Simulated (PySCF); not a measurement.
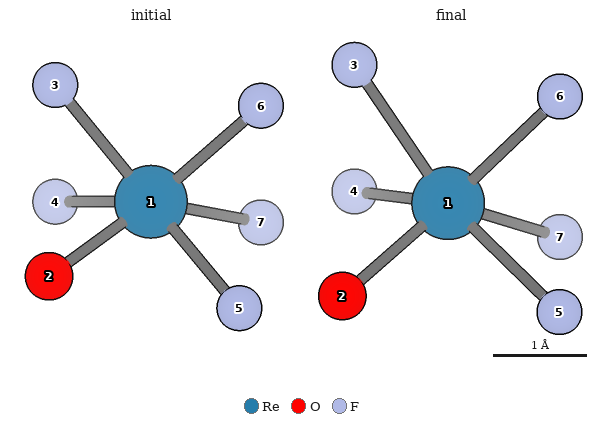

The structure of ReOF5 before (left) and after (right) a relaxation, at one scale.

A ball-and-stick model, seen from a free direction.

Theory: RKS r2SCAN, Re def2-SVP with ECP60, O def2-SVP, F def2-SVP; non-relativistic Hamiltonian with scalar-relativistic core potentials; density fitting (PySCF 2.14.0). Set-up: symmetry kept (Cs).

Q: Describe what moved and what it gained.

A: The largest move after the best rigid fit is that of O2, 0.27 Å. By element the largest moves are O 0.27 Å, F 0.23 Å, Re 0.05 Å. Among the contacts that change: Re1–O2 1.480 → 1.680 Å, Re1–F5 1.703 → 1.878 Å, Re1–F6 1.703 → 1.866 Å, Re1–F3 1.703 → 1.860 Å. Among the angles between lasting bonds that change: F6–Re1–F7 81.2° → 91.3°, O2–Re1–F3 81.2° → 90.9°, F3–Re1–F6 82.6° → 75.9°. The energy falls by 575.4 kJ/mol in 8 geometry steps. Largest force component: 20 eV/Å at the start, 0.021 eV/Å at the end.
